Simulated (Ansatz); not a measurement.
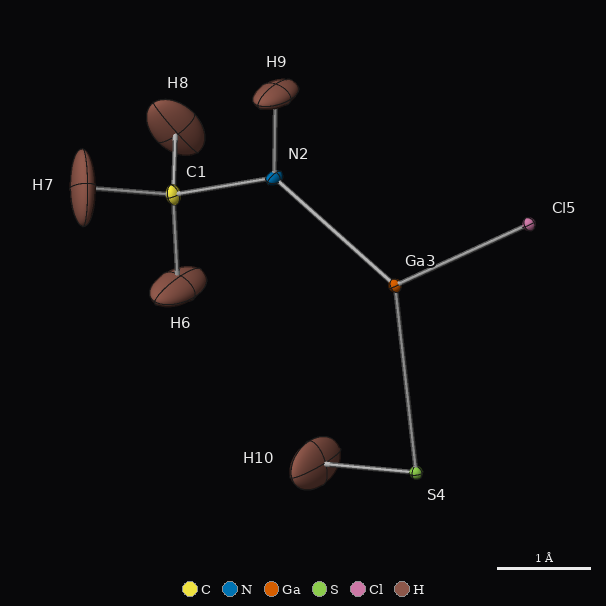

Displacement ellipsoids at the 50 % level, from the internal vibrations of the free molecule (harmonic, no overall translation or rotation; no half-axis is drawn under 0.075 Å). Vibrations computed with RKS PBE0-D4/def2-TZVP (Ansatz 0.2.0). Temperature: 0 K (zero-point motion alone).

**Which atom moves most?**

H10, with U_eq = 0.0393 Å².

**Does H10 move more along its bond or across it?**

Across it: the root-mean-square amplitude is 0.091 Å along the bond and up to 0.287 Å across, since bending and torsion are softer than stretching.

List U_eq and the three principal root-mean-square amplitudes for each kind of atom.

```json
{"atom": "C1", "U_eq (Å²)": "0.0039", "rms amplitudes (Å)": "0.048, 0.064, 0.073"}
{"atom": "N2", "U_eq (Å²)": "0.0036", "rms amplitudes (Å)": "0.040, 0.047, 0.083"}
{"atom": "Ga3", "U_eq (Å²)": "0.00075", "rms amplitudes (Å)": "0.023, 0.025, 0.033"}
{"atom": "S4", "U_eq (Å²)": "0.0014", "rms amplitudes (Å)": "0.023, 0.036, 0.048"}
{"atom": "Cl5", "U_eq (Å²)": "0.0013", "rms amplitudes (Å)": "0.031, 0.033, 0.044"}
{"atom": "H6", "U_eq (Å²)": "0.0370", "rms amplitudes (Å)": "0.094, 0.147, 0.284"}
{"atom": "H7, H8", "U_eq (Å²)": "0.0365", "rms amplitudes (Å)": "0.088, 0.164, 0.274"}
{"atom": "H9", "U_eq (Å²)": "0.0229", "rms amplitudes (Å)": "0.080, 0.128, 0.214"}
{"atom": "H10", "U_eq (Å²)": "0.0393", "rms amplitudes (Å)": "0.089, 0.166, 0.287"}
```
